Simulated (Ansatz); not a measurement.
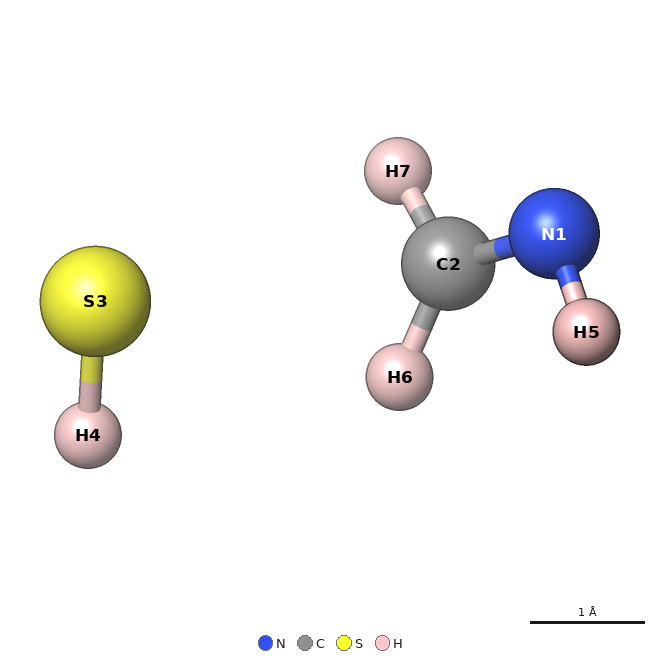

Orthographic view. Atoms fade into the background with distance from the viewer. The species has charge −1 and is a spin singlet. Computed geometry: PBE-D4/def2-SVPD optimisation. No frequency run is at hand to confirm it as a minimum.

Give the distance matrix in Å.

| atom | N1 | C2 | S3 | H4 | H5 | H6 | H7 |
| --- | --- | --- | --- | --- | --- | --- | --- |
| N1 | 0.00 |  |  |  |  |  |  |
| C2 | 1.29 | 0.00 |  |  |  |  |  |
| S3 | 4.11 | 3.19 | 0.00 |  |  |  |  |
| H4 | 4.60 | 3.53 | 1.37 | 0.00 |  |  |  |
| H5 | 1.03 | 1.90 | 4.42 | 4.73 | 0.00 |  |  |
| H6 | 2.14 | 1.11 | 2.87 | 2.80 | 2.28 | 0.00 |  |
| H7 | 2.07 | 1.11 | 3.13 | 3.63 | 2.91 | 1.86 | 0.00 |
